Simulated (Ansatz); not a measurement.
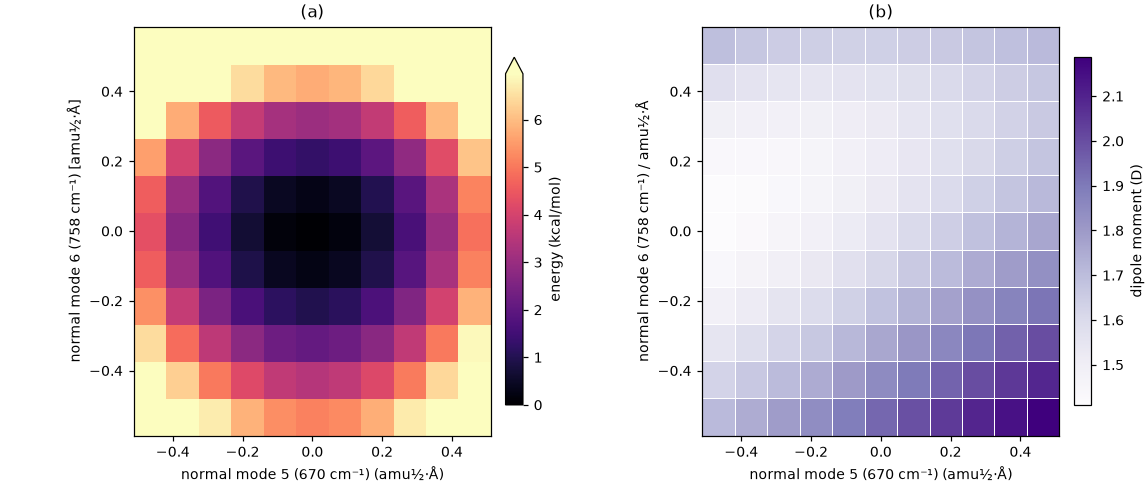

H2OSTe, SMILES OS[TeH]. First axis: normal mode 5 (670 cm⁻¹). Second axis: normal mode 6 (758 cm⁻¹). Nothing is relaxed (straight displacements along the two mass-weighted modes). The scan uses an 11 × 11 grid. Energies: kcal/mol, counted from the lowest grid point. These are results of Ansatz 0.2.0, RHF-MP2, frozen core/def2-TZVP, not measurements.

Panel (a) is the energy; panel (b) is the computed dipole moment, in D.

In the figure: one coloured cell a grid point, one colour for all values above the top of the scale.

> How does the dipole moment vary over the map, and what is it at the lowest grid point?

Leaving out the highest fifth of the energies, it runs from 1.41 D at normal mode 5 (670 cm⁻¹) = −0.465 amu½·Å, normal mode 6 (758 cm⁻¹) = 0.107 amu½·Å to 2.10 D at normal mode 5 (670 cm⁻¹) = 0.279 amu½·Å, normal mode 6 (758 cm⁻¹) = −0.533 amu½·Å. At the lowest grid point, normal mode 5 (670 cm⁻¹) = 0.000 amu½·Å, normal mode 6 (758 cm⁻¹) = 0.000 amu½·Å, it is 1.56 D.

```tsv
normal mode 6 (758 cm⁻¹) ↓, normal mode 5 (670 cm⁻¹) →	−0.465	−0.372	−0.279	−0.186	−0.093	0.000	0.093	0.186	0.279	0.372	0.465
0.533	1.69	1.67	1.65	1.64	1.64	1.64	1.65	1.66	1.68	1.69	1.71
0.426	1.58	1.56	1.55	1.55	1.56	1.57	1.58	1.60	1.62	1.65	1.67
0.320	1.49	1.48	1.48	1.49	1.51	1.52	1.55	1.57	1.60	1.63	1.66
0.213	1.44	1.44	1.45	1.46	1.48	1.51	1.54	1.57	1.61	1.64	1.67
0.107	1.41	1.42	1.44	1.46	1.49	1.52	1.56	1.60	1.64	1.68	1.71
0.000	1.41	1.43	1.46	1.49	1.52	1.56	1.60	1.64	1.69	1.73	1.77
−0.107	1.44	1.47	1.50	1.53	1.57	1.62	1.66	1.71	1.75	1.79	1.83
−0.213	1.49	1.52	1.55	1.59	1.64	1.68	1.73	1.78	1.83	1.87	1.91
−0.320	1.55	1.59	1.62	1.67	1.71	1.76	1.81	1.86	1.91	1.96	2.00
−0.426	1.63	1.66	1.71	1.75	1.80	1.85	1.90	1.95	2.00	2.05	2.09
−0.533	1.71	1.75	1.79	1.84	1.89	1.94	1.99	2.04	2.10	2.14	2.19
```
